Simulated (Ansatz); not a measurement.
## Correcting a cheap level on molecular compounds of B

The atomisation enthalpy at 298 K in kJ/mol of 7 molecular compounds of B: x at SPW92/def2-TZVPP, y from tabulated heats of molecules and atoms (NIST-JANAF tables). Shapes, held fixed at every level: PBE0-D4/def2-TZVP. Computed values hold a harmonic thermal term (PBE0-D4/def2-TZVP) and the atoms' spin-orbit lowering. Programs: Ansatz 0.2.0.

| molecule | x (kJ/mol) | y (kJ/mol) |
| --- | --- | --- |
| BBr3 (boron tribromide) | 1343 | 1110 |
| BBrCl2 (bromodichloroborane) | 1503 | 1262 |
| BBr2F (dibromofluoroborane) | 1648 | 1388 |
| BCl2F (dichlorofluoroborane) | 1809 | ? |
| BHF2 (SMILES FBF) | 1935 | 1681 |
| BBrF2 (SMILES FB(F)Br) | 1958 | 1661 |
| B(OH)F2 (difluorohydroxyborane) | 2674 | 2280 |

Fit y = c + s·x to the known rows and predict y for BCl2F.


1. Means of the 6 rows: x = 1843.50, y = 1563.7.
2. Σ(Δx)² = 1115874, Σ(Δx·Δy) = 980916, so the slope is 980916/1115874 = 0.87906.
3. Intercept: 1563.7 − (0.87906) × 1843.50 = -56.8. The largest residual of the fit is 37.
4. BCl2F: -56.8 + 0.87906 × 1809 = 1533 kJ/mol.

The tabulated heats give 1537 kJ/mol, so the prediction is off by -4 kJ/mol, within the largest residual. The largest residual belongs to BHF2, which stands apart and tilts the line. Uncorrected, SPW92/def2-TZVPP misses it by +272 kJ/mol, and the other rows by 280 on average. With references in doubt, neither the misses nor the line can be laid on the level alone. Left out in turn, the other rows are missed by 24 kJ/mol on average, so much of the error is systematic among these molecules. The molecules' own spin-orbit binding is left out, so errors for heavy halides read too negative. The tabulated values of BBr3, BBrCl2, BBr2F, BCl2F, BHF2, BBrF2, B(OH)F2 are in doubt (older tables, estimates, or at odds with other calculations) and kept here. Relativity is left out for Br.

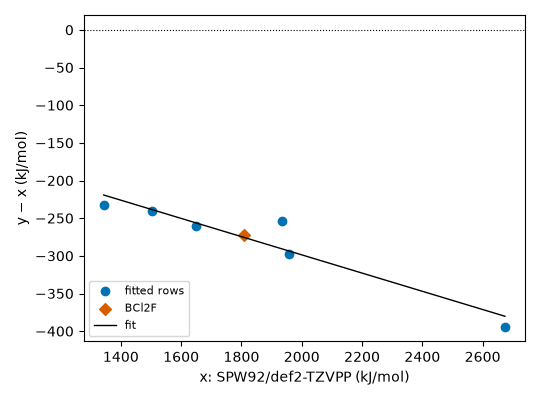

The correction y − x against x, with the fitted line and the withheld molecule.
